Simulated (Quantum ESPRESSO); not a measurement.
# Gd (Gadolinium): the choice of Hubbard U, part 2 of 2

How much do the magnetic results of Gd (Gadolinium) hang on the Hubbard U?

Quantum ESPRESSO 7.5; PBE; plane waves with SSSP 1.3 efficiency PBE potentials, no spin-orbit coupling (settings of the first rung).

So far, absolute magnetization (μB): step 2 (rung 1, start ferro ++) 15.1; step 4 (rung 2, start ferro ++) 15.4; step 6 (rung 3, start ferro ++) 15.5.

## Step 7: Rung 3, start antiferro +-

Level of this step: PBE with U = 3 eV on Gd f (atomic projectors); plane waves with SSSP 1.3 efficiency PBE potentials, no spin-orbit coupling (Quantum ESPRESSO).

Contents of pw.in:

```
&CONTROL
  calculation = 'scf'
  prefix = 'pwscf'
  outdir = './tmp'
  pseudo_dir = './pseudo'
  disk_io = 'nowf'
/
&SYSTEM
  ibrav = 0
  celldm(1) = 8
  nat = 2
  ntyp = 2
  ecutwfc = 50
  ecutrho = 400
  nbnd = 25
  occupations = 'smearing'
  smearing = 'fd'
  degauss = 0.00999582
  nspin = 2
  starting_magnetization(1) = 0.3889
  starting_magnetization(2) = -0.3889
/
&ELECTRONS
  conv_thr = 4d-09
  electron_maxstep = 150
  mixing_beta = 0.3
/
ATOMIC_SPECIES
Gd1   157.2500 Gd.paw.z_18.atompaw.wentzcovitch.v1.2.upf
Gd2   157.2500 Gd.paw.z_18.atompaw.wentzcovitch.v1.2.upf
CELL_PARAMETERS alat
   0.8588805236424    0.0000000000000    0.0000000000000
  -0.4294402618212    0.7438123522994    0.0000000000000
   0.0000000000000    0.0000000000000    1.3659412860326
ATOMIC_POSITIONS crystal
Gd1     0.3333333333    0.6666666667    0.2500000000
Gd2     0.6666666667    0.3333333333    0.7500000000
K_POINTS automatic
8 8 8 0 0 0
HUBBARD {atomic}
U Gd1-4f 3.0000
U Gd2-4f 3.0000
```

Command:

```sh
OMP_NUM_THREADS=1 mpirun -n 4 pw.x -nk 4 -in pw.in > pw.out
```

Log:

```text
     [... lines left out ...]
Program PWSCF v.7.5 starts
     [... lines left out ...]
     number of atoms/cell      =            2
     [... lines left out ...]
     number of electrons       =        36.00
     number of Kohn-Sham states=           25
     kinetic-energy cutoff     =      50.0000  Ry
     charge density cutoff     =     400.0000  Ry
     scf convergence threshold =      4.0E-09
     [... lines left out ...]
     12 Sym. Ops. (no inversion) found ( 6 have fractional translation)
     [... lines left out ...]
     number of k points=    50  Fermi-Dirac smearing, width (Ry)=  0.0100
     [... lines left out ...]
     iteration # 15     ecut=    50.00 Ry     beta= 0.30
     [... lines left out ...]
     Magnetic moment per site  (integrated on atomic sphere of radius R)
     atom   1 (R=0.348)  charge= 16.4993  magn=  7.3603
     atom   2 (R=0.348)  charge= 16.4992  magn= -7.3607
     [... lines left out ...]
     Tr[ns(  1)] (up, down, total) =   7.01040  0.02727  7.03767
     [... lines left out ...]
     Tr[ns(  2)] (up, down, total) =   0.02725  7.01040  7.03765
     [... lines left out ...]
     the Fermi energy is    12.2534 ev
!    total energy              =   -1367.99548367 Ry
     [... lines left out ...]
     estimated scf accuracy    <          3.6E-09 Ry
     smearing contrib. (-TS)   =      -0.01349095 Ry
     [... lines left out ...]
     total magnetization       =    -0.00 Bohr mag/cell
     absolute magnetization    =    15.10 Bohr mag/cell
     convergence has been achieved in  15 iterations
```

Wall time 86 s (4 MPI ranks of Arm Neoverse V1, shared host); peak memory 1 GiB; 5.7 min of CPU time.

Read from the output:

```
magnetization  : 0 μB
final state    : antiferromagnetic
largest moment : 7.361 μB
```

## Step 8: Rung 4, start ferro ++

Contents of pw.in:

```
&CONTROL
  calculation = 'scf'
  prefix = 'pwscf'
  outdir = './tmp'
  pseudo_dir = './pseudo'
  disk_io = 'nowf'
/
&SYSTEM
  ibrav = 0
  celldm(1) = 8
  nat = 2
  ntyp = 1
  ecutwfc = 50
  ecutrho = 400
  nbnd = 32
  occupations = 'smearing'
  smearing = 'fd'
  degauss = 0.00999582
  nspin = 2
  starting_magnetization(1) = 0.3889
/
&ELECTRONS
  conv_thr = 4d-09
  electron_maxstep = 150
  mixing_beta = 0.3
/
ATOMIC_SPECIES
Gd    157.2500 Gd.paw.z_18.atompaw.wentzcovitch.v1.2.upf
CELL_PARAMETERS alat
   0.8588805236424    0.0000000000000    0.0000000000000
  -0.4294402618212    0.7438123522994    0.0000000000000
   0.0000000000000    0.0000000000000    1.3659412860326
ATOMIC_POSITIONS crystal
Gd      0.3333333333    0.6666666667    0.2500000000
Gd      0.6666666667    0.3333333333    0.7500000000
K_POINTS automatic
8 8 8 0 0 0
HUBBARD {atomic}
U Gd-4f 4.5000
```

Log:

```text
     [... lines left out ...]
Program PWSCF v.7.5 starts
     [... lines left out ...]
     number of atoms/cell      =            2
     [... lines left out ...]
     number of electrons       =        36.00
     number of Kohn-Sham states=           32
     kinetic-energy cutoff     =      50.0000  Ry
     charge density cutoff     =     400.0000  Ry
     scf convergence threshold =      4.0E-09
     [... lines left out ...]
     24 Sym. Ops., with inversion, found (12 have fractional translation)
     [... lines left out ...]
     number of k points=    50  Fermi-Dirac smearing, width (Ry)=  0.0100
     [... lines left out ...]
     iteration # 12     ecut=    50.00 Ry     beta= 0.30
     [... lines left out ...]
     Magnetic moment per site  (integrated on atomic sphere of radius R)
     atom   1 (R=0.348)  charge= 16.4911  magn=  7.4570
     atom   2 (R=0.348)  charge= 16.4911  magn=  7.4570
     [... lines left out ...]
     Tr[ns(  1)] (up, down, total) =   7.01082  0.00911  7.01993
     [... lines left out ...]
     Tr[ns(  2)] (up, down, total) =   7.01082  0.00911  7.01993
     [... lines left out ...]
     the Fermi energy is    12.3222 ev
!    total energy              =   -1367.99751758 Ry
     [... lines left out ...]
     estimated scf accuracy    <          2.0E-09 Ry
     smearing contrib. (-TS)   =      -0.01000542 Ry
     [... lines left out ...]
     total magnetization       =    15.50 Bohr mag/cell
     absolute magnetization    =    15.50 Bohr mag/cell
     convergence has been achieved in  12 iterations
```

The job ended after 65 s (4 MPI ranks; peak memory 1 GiB; 4.3 min of CPU time).

This step gave:

```
magnetization  : 15.50 μB
final state    : ferromagnetic
largest moment : 7.457 μB
```

## Step 9: Rung 4, start antiferro +-

Contents of pw.in:

```
&CONTROL
  calculation = 'scf'
  prefix = 'pwscf'
  outdir = './tmp'
  pseudo_dir = './pseudo'
  disk_io = 'nowf'
/
&SYSTEM
  ibrav = 0
  celldm(1) = 8
  nat = 2
  ntyp = 2
  ecutwfc = 50
  ecutrho = 400
  nbnd = 25
  occupations = 'smearing'
  smearing = 'fd'
  degauss = 0.00999582
  nspin = 2
  starting_magnetization(1) = 0.3889
  starting_magnetization(2) = -0.3889
/
&ELECTRONS
  conv_thr = 4d-09
  electron_maxstep = 150
  mixing_beta = 0.3
/
ATOMIC_SPECIES
Gd1   157.2500 Gd.paw.z_18.atompaw.wentzcovitch.v1.2.upf
Gd2   157.2500 Gd.paw.z_18.atompaw.wentzcovitch.v1.2.upf
CELL_PARAMETERS alat
   0.8588805236424    0.0000000000000    0.0000000000000
  -0.4294402618212    0.7438123522994    0.0000000000000
   0.0000000000000    0.0000000000000    1.3659412860326
ATOMIC_POSITIONS crystal
Gd1     0.3333333333    0.6666666667    0.2500000000
Gd2     0.6666666667    0.3333333333    0.7500000000
K_POINTS automatic
8 8 8 0 0 0
HUBBARD {atomic}
U Gd1-4f 4.5000
U Gd2-4f 4.5000
```

Log:

```text
     [... lines left out ...]
Program PWSCF v.7.5 starts
     [... lines left out ...]
     number of atoms/cell      =            2
     [... lines left out ...]
     number of electrons       =        36.00
     number of Kohn-Sham states=           25
     kinetic-energy cutoff     =      50.0000  Ry
     charge density cutoff     =     400.0000  Ry
     scf convergence threshold =      4.0E-09
     [... lines left out ...]
     12 Sym. Ops. (no inversion) found ( 6 have fractional translation)
     [... lines left out ...]
     number of k points=    50  Fermi-Dirac smearing, width (Ry)=  0.0100
     [... lines left out ...]
     iteration # 14     ecut=    50.00 Ry     beta= 0.30
     [... lines left out ...]
     Magnetic moment per site  (integrated on atomic sphere of radius R)
     atom   1 (R=0.348)  charge= 16.4977  magn=  7.3740
     atom   2 (R=0.348)  charge= 16.4977  magn= -7.3740
     [... lines left out ...]
     Tr[ns(  1)] (up, down, total) =   7.01067  0.01552  7.02620
     [... lines left out ...]
     Tr[ns(  2)] (up, down, total) =   0.01552  7.01067  7.02620
     [... lines left out ...]
     the Fermi energy is    12.2642 ev
!    total energy              =   -1367.99438940 Ry
     [... lines left out ...]
     estimated scf accuracy    <          3.7E-09 Ry
     smearing contrib. (-TS)   =      -0.01329098 Ry
     [... lines left out ...]
     total magnetization       =     0.00 Bohr mag/cell
     absolute magnetization    =    15.13 Bohr mag/cell
     convergence has been achieved in  14 iterations
```

Run time: 81 s. Hardware: 4 MPI ranks; peak memory 1 GiB.

Read from the output:

```yaml
magnetization: 0 μB
final_state: antiferromagnetic
largest_moment: 7.374 μB
```

## Step 10: Rung 5, start ferro ++

Contents of pw.in:

```
&CONTROL
  calculation = 'scf'
  prefix = 'pwscf'
  outdir = './tmp'
  pseudo_dir = './pseudo'
  disk_io = 'nowf'
/
&SYSTEM
  ibrav = 0
  celldm(1) = 8
  nat = 2
  ntyp = 1
  ecutwfc = 50
  ecutrho = 400
  nbnd = 32
  occupations = 'smearing'
  smearing = 'fd'
  degauss = 0.00999582
  nspin = 2
  starting_magnetization(1) = 0.3889
/
&ELECTRONS
  conv_thr = 4d-09
  electron_maxstep = 150
  mixing_beta = 0.3
/
ATOMIC_SPECIES
Gd    157.2500 Gd.paw.z_18.atompaw.wentzcovitch.v1.2.upf
CELL_PARAMETERS alat
   0.8588805236424    0.0000000000000    0.0000000000000
  -0.4294402618212    0.7438123522994    0.0000000000000
   0.0000000000000    0.0000000000000    1.3659412860326
ATOMIC_POSITIONS crystal
Gd      0.3333333333    0.6666666667    0.2500000000
Gd      0.6666666667    0.3333333333    0.7500000000
K_POINTS automatic
8 8 8 0 0 0
HUBBARD {atomic}
U Gd-4f 6.0000
```

Log:

```text
     [... lines left out ...]
Program PWSCF v.7.5 starts
     [... lines left out ...]
     number of atoms/cell      =            2
     [... lines left out ...]
     number of electrons       =        36.00
     number of Kohn-Sham states=           32
     kinetic-energy cutoff     =      50.0000  Ry
     charge density cutoff     =     400.0000  Ry
     scf convergence threshold =      4.0E-09
     [... lines left out ...]
     24 Sym. Ops., with inversion, found (12 have fractional translation)
     [... lines left out ...]
     number of k points=    50  Fermi-Dirac smearing, width (Ry)=  0.0100
     [... lines left out ...]
     iteration # 11     ecut=    50.00 Ry     beta= 0.30
     [... lines left out ...]
     Magnetic moment per site  (integrated on atomic sphere of radius R)
     atom   1 (R=0.348)  charge= 16.4909  magn=  7.4636
     atom   2 (R=0.348)  charge= 16.4909  magn=  7.4636
     [... lines left out ...]
     Tr[ns(  1)] (up, down, total) =   7.01100  0.00591  7.01690
     [... lines left out ...]
     Tr[ns(  2)] (up, down, total) =   7.01100  0.00591  7.01690
     [... lines left out ...]
     the Fermi energy is    12.3278 ev
!    total energy              =   -1367.99791684 Ry
     [... lines left out ...]
     estimated scf accuracy    <          1.9E-09 Ry
     smearing contrib. (-TS)   =      -0.00985858 Ry
     [... lines left out ...]
     total magnetization       =    15.52 Bohr mag/cell
     absolute magnetization    =    15.52 Bohr mag/cell
     convergence has been achieved in  11 iterations
```

The job ended after 60 s (4 MPI ranks; peak memory 1 GiB).

Read from the output:

* magnetization: 15.52 μB
* final state: ferromagnetic
* largest moment: 7.464 μB

## Step 11: Rung 5, start antiferro +-

Contents of pw.in:

```
&CONTROL
  calculation = 'scf'
  prefix = 'pwscf'
  outdir = './tmp'
  pseudo_dir = './pseudo'
  disk_io = 'nowf'
/
&SYSTEM
  ibrav = 0
  celldm(1) = 8
  nat = 2
  ntyp = 2
  ecutwfc = 50
  ecutrho = 400
  nbnd = 25
  occupations = 'smearing'
  smearing = 'fd'
  degauss = 0.00999582
  nspin = 2
  starting_magnetization(1) = 0.3889
  starting_magnetization(2) = -0.3889
/
&ELECTRONS
  conv_thr = 4d-09
  electron_maxstep = 150
  mixing_beta = 0.3
/
ATOMIC_SPECIES
Gd1   157.2500 Gd.paw.z_18.atompaw.wentzcovitch.v1.2.upf
Gd2   157.2500 Gd.paw.z_18.atompaw.wentzcovitch.v1.2.upf
CELL_PARAMETERS alat
   0.8588805236424    0.0000000000000    0.0000000000000
  -0.4294402618212    0.7438123522994    0.0000000000000
   0.0000000000000    0.0000000000000    1.3659412860326
ATOMIC_POSITIONS crystal
Gd1     0.3333333333    0.6666666667    0.2500000000
Gd2     0.6666666667    0.3333333333    0.7500000000
K_POINTS automatic
8 8 8 0 0 0
HUBBARD {atomic}
U Gd1-4f 6.0000
U Gd2-4f 6.0000
```

Log:

```text
     [... lines left out ...]
Program PWSCF v.7.5 starts
     [... lines left out ...]
     number of atoms/cell      =            2
     [... lines left out ...]
     number of electrons       =        36.00
     number of Kohn-Sham states=           25
     kinetic-energy cutoff     =      50.0000  Ry
     charge density cutoff     =     400.0000  Ry
     scf convergence threshold =      4.0E-09
     [... lines left out ...]
     12 Sym. Ops. (no inversion) found ( 6 have fractional translation)
     [... lines left out ...]
     number of k points=    50  Fermi-Dirac smearing, width (Ry)=  0.0100
     [... lines left out ...]
     iteration # 14     ecut=    50.00 Ry     beta= 0.30
     [... lines left out ...]
     Magnetic moment per site  (integrated on atomic sphere of radius R)
     atom   1 (R=0.348)  charge= 16.4972  magn=  7.3799
     atom   2 (R=0.348)  charge= 16.4972  magn= -7.3799
     [... lines left out ...]
     Tr[ns(  1)] (up, down, total) =   7.01087  0.01006  7.02094
     [... lines left out ...]
     Tr[ns(  2)] (up, down, total) =   0.01006  7.01087  7.02094
     [... lines left out ...]
     the Fermi energy is    12.2709 ev
!    total energy              =   -1367.99420615 Ry
     [... lines left out ...]
     estimated scf accuracy    <          2.2E-09 Ry
     smearing contrib. (-TS)   =      -0.01321114 Ry
     [... lines left out ...]
     total magnetization       =    -0.00 Bohr mag/cell
     absolute magnetization    =    15.15 Bohr mag/cell
     convergence has been achieved in  14 iterations
```

The job ended after 79 s (4 MPI ranks; peak memory 1 GiB; 5.3 min of CPU time).

Read from the output:

```
magnetization  : 0 μB
final state    : antiferromagnetic
largest moment : 7.380 μB
```

## Step 12: Rung 6, start ferro ++

Contents of pw.in:

```
&CONTROL
  calculation = 'scf'
  prefix = 'pwscf'
  outdir = './tmp'
  pseudo_dir = './pseudo'
  disk_io = 'nowf'
/
&SYSTEM
  ibrav = 0
  celldm(1) = 8
  nat = 2
  ntyp = 1
  ecutwfc = 50
  ecutrho = 400
  nbnd = 32
  occupations = 'smearing'
  smearing = 'fd'
  degauss = 0.00999582
  nspin = 2
  starting_magnetization(1) = 0.3889
/
&ELECTRONS
  conv_thr = 4d-09
  electron_maxstep = 150
  mixing_beta = 0.3
/
ATOMIC_SPECIES
Gd    157.2500 Gd.paw.z_18.atompaw.wentzcovitch.v1.2.upf
CELL_PARAMETERS alat
   0.8588805236424    0.0000000000000    0.0000000000000
  -0.4294402618212    0.7438123522994    0.0000000000000
   0.0000000000000    0.0000000000000    1.3659412860326
ATOMIC_POSITIONS crystal
Gd      0.3333333333    0.6666666667    0.2500000000
Gd      0.6666666667    0.3333333333    0.7500000000
K_POINTS automatic
8 8 8 0 0 0
HUBBARD {atomic}
U Gd-4f 7.5000
```

Log:

```text
     [... lines left out ...]
Program PWSCF v.7.5 starts
     [... lines left out ...]
     number of atoms/cell      =            2
     [... lines left out ...]
     number of electrons       =        36.00
     number of Kohn-Sham states=           32
     kinetic-energy cutoff     =      50.0000  Ry
     charge density cutoff     =     400.0000  Ry
     scf convergence threshold =      4.0E-09
     [... lines left out ...]
     24 Sym. Ops., with inversion, found (12 have fractional translation)
     [... lines left out ...]
     number of k points=    50  Fermi-Dirac smearing, width (Ry)=  0.0100
     [... lines left out ...]
     iteration # 12     ecut=    50.00 Ry     beta= 0.30
     [... lines left out ...]
     Magnetic moment per site  (integrated on atomic sphere of radius R)
     atom   1 (R=0.348)  charge= 16.4910  magn=  7.4676
     atom   2 (R=0.348)  charge= 16.4910  magn=  7.4676
     [... lines left out ...]
     Tr[ns(  1)] (up, down, total) =   7.01113  0.00422  7.01535
     [... lines left out ...]
     Tr[ns(  2)] (up, down, total) =   7.01113  0.00422  7.01535
     [... lines left out ...]
     the Fermi energy is    12.3312 ev
!    total energy              =   -1367.99859007 Ry
     [... lines left out ...]
     estimated scf accuracy    <          9.9E-10 Ry
     smearing contrib. (-TS)   =      -0.00977901 Ry
     [... lines left out ...]
     total magnetization       =    15.53 Bohr mag/cell
     absolute magnetization    =    15.53 Bohr mag/cell
     convergence has been achieved in  12 iterations
```

It took 65 s on 4 MPI ranks; peak memory 1 GiB; 4.3 min of CPU time.

This step gave:

- magnetization: 15.53 μB
- final state: ferromagnetic
- largest moment: 7.468 μB

## Step 13: Rung 6, start antiferro +-

Contents of pw.in:

```
&CONTROL
  calculation = 'scf'
  prefix = 'pwscf'
  outdir = './tmp'
  pseudo_dir = './pseudo'
  disk_io = 'nowf'
/
&SYSTEM
  ibrav = 0
  celldm(1) = 8
  nat = 2
  ntyp = 2
  ecutwfc = 50
  ecutrho = 400
  nbnd = 25
  occupations = 'smearing'
  smearing = 'fd'
  degauss = 0.00999582
  nspin = 2
  starting_magnetization(1) = 0.3889
  starting_magnetization(2) = -0.3889
/
&ELECTRONS
  conv_thr = 4d-09
  electron_maxstep = 150
  mixing_beta = 0.3
/
ATOMIC_SPECIES
Gd1   157.2500 Gd.paw.z_18.atompaw.wentzcovitch.v1.2.upf
Gd2   157.2500 Gd.paw.z_18.atompaw.wentzcovitch.v1.2.upf
CELL_PARAMETERS alat
   0.8588805236424    0.0000000000000    0.0000000000000
  -0.4294402618212    0.7438123522994    0.0000000000000
   0.0000000000000    0.0000000000000    1.3659412860326
ATOMIC_POSITIONS crystal
Gd1     0.3333333333    0.6666666667    0.2500000000
Gd2     0.6666666667    0.3333333333    0.7500000000
K_POINTS automatic
8 8 8 0 0 0
HUBBARD {atomic}
U Gd1-4f 7.5000
U Gd2-4f 7.5000
```

Log:

```text
     [... lines left out ...]
Program PWSCF v.7.5 starts
     [... lines left out ...]
     number of atoms/cell      =            2
     [... lines left out ...]
     number of electrons       =        36.00
     number of Kohn-Sham states=           25
     kinetic-energy cutoff     =      50.0000  Ry
     charge density cutoff     =     400.0000  Ry
     scf convergence threshold =      4.0E-09
     [... lines left out ...]
     12 Sym. Ops. (no inversion) found ( 6 have fractional translation)
     [... lines left out ...]
     number of k points=    50  Fermi-Dirac smearing, width (Ry)=  0.0100
     [... lines left out ...]
     iteration # 14     ecut=    50.00 Ry     beta= 0.30
     [... lines left out ...]
     Magnetic moment per site  (integrated on atomic sphere of radius R)
     atom   1 (R=0.348)  charge= 16.4970  magn=  7.3829
     atom   2 (R=0.348)  charge= 16.4970  magn= -7.3829
     [... lines left out ...]
     Tr[ns(  1)] (up, down, total) =   7.01103  0.00711  7.01814
     [... lines left out ...]
     Tr[ns(  2)] (up, down, total) =   0.00711  7.01103  7.01814
     [... lines left out ...]
     the Fermi energy is    12.2754 ev
!    total energy              =   -1367.99448556 Ry
     [... lines left out ...]
     estimated scf accuracy    <          3.3E-09 Ry
     smearing contrib. (-TS)   =      -0.01317223 Ry
     [... lines left out ...]
     total magnetization       =    -0.00 Bohr mag/cell
     absolute magnetization    =    15.15 Bohr mag/cell
     convergence has been achieved in  14 iterations
```

Elapsed: 79 s, on 4 MPI ranks; peak memory 1 GiB.

Read from the output:

| Property | Result |
| --- | --- |
| magnetization | 0 μB |
| final state | antiferromagnetic |
| largest moment | 7.383 μB |

## Step 14: Side by side

Ladder, by row:

| rung | U | state from the first start | state from the second start | second less first (meV a seeded atom) | moment, first (μB) | moment, second (μB) | CPU time (s) |
| --- | --- | --- | --- | --- | --- | --- | --- |
| 1 | none | ferromagnetic | antiferromagnetic | -5.642 | 7.294 | 7.224 | 1642 |
| 2 | Gd f U 1.5 Dudarev atomic | ferromagnetic | antiferromagnetic | 4.745 | 7.403 | 7.323 | 952.5 |
| 3 | Gd f U 3.0 Dudarev atomic | ferromagnetic | antiferromagnetic | 14.94 | 7.443 | 7.361 | 646.8 |
| 4 | Gd f U 4.5 Dudarev atomic | ferromagnetic | antiferromagnetic | 21.28 | 7.457 | 7.374 | 581 |
| 5 | Gd f U 6.0 Dudarev atomic | ferromagnetic | antiferromagnetic | 25.24 | 7.464 | 7.38 | 554.4 |
| 6 | Gd f U 7.5 Dudarev atomic | ferromagnetic | antiferromagnetic | 27.92 | 7.468 | 7.383 | 572.5 |

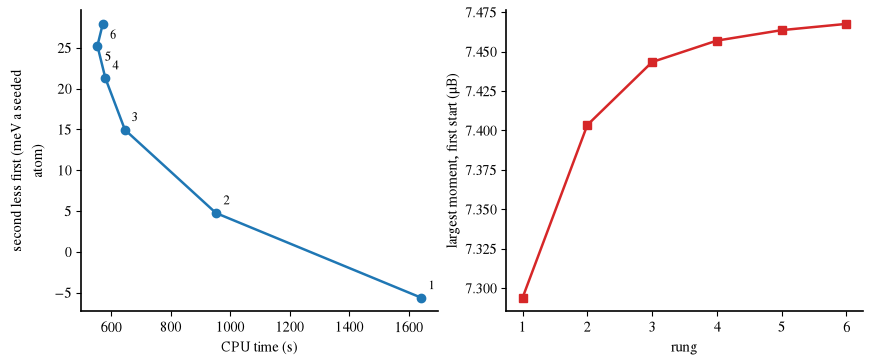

Result against cost, rungs numbered as in the table, and the moment by rung.

## Step 15: What came out

- range of the largest moment, first start: 7.29 to 7.47 μB; second start 7.22 to 7.38 μB
- range of CPU time: 9.2 min to 27 min
- range of the energy difference: -5.64 to 27.9 meV a seeded atom

In words: In the first start the moment grows with U. The sign of the difference changes along the ladder, so the order that comes out lowest hangs on the rung. The 4f shell is half filled, so the spin-only picture is fair. Energies are free energies at an electronic temperature of 1580 K, which lowers moments and differences where the moments are itinerant.

[Logs and program files are shortened in this print: banners, set-up blocks, solver, clock and traceback lines can be left out without a mark of their own.]

[Logs are printed without paths, hosts, clocks, repeated set-up lines and the standing remarks that a program may print on its own settings, such as how far it seeks lower states.]

[Hosts, paths, dates, database ids (printed as entryN), source tags and the programs' standing remarks are cut or masked in the printed files.]

[Where a cell is said to come from a database of computed structures, the database is the Materials Project.]
